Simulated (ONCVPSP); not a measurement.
```yaml
element: Ge (Z = 32)
generator: ONCVPSP 4.0.1
type: optimised norm-conserving Vanderbilt (ONCV)
functional: PBE
relativity: fully relativistic
frozen_core: [Ar] 3d10
valence_charge: 4
reference_configuration: 4s2 4p2
partial_waves: 4s: rc 1.85 bohr, ncon 4, nbas 8, qcut 3.9 1/bohr, 2 projectors, debl 1.9 Ha; 4p: rc 1.55 bohr, ncon 4, nbas 8, qcut 5.1 1/bohr, 2 projectors, debl 2.3 Ha
local_potential: polynomial inside 1.35 bohr (lpopt 5, dvloc0 0 Ha)
core_correction: Teter function, fcfact 2.25, rcfact 1.2
```

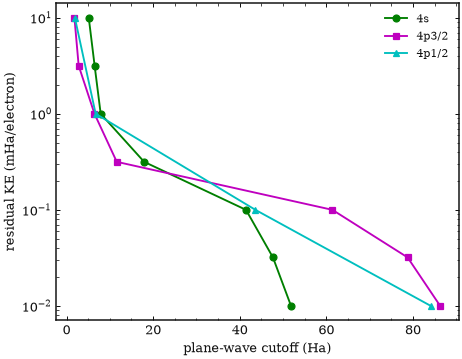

Residual kinetic energy of the pseudo-waves (the first of each channel, and further valence shells) beyond the plane-wave cutoff, as the generator prints it.

> Which cutoffs does the potential need for its occupied states?

7.9 Ha for 1 mHa and 61 Ha for 0.1 mHa per electron. The first is set by 4s.

> Read the cutoffs for an error of 1 mHa per electron.

4s: 7.9 Ha; 4p1/2: 6.7 Ha; 4p3/2: 6.5 Ha.

> Which wave is the hardest at 1 mHa per electron, and which settings govern it?

4s, with rc = 1.85 bohr and qcut = 3.9 1/bohr. The optimisation minimises, but can't always remove, the kinetic energy above qcut²/2 = 7.6 Ha, and a larger rc would as a rule soften the wave at some cost in transferability.
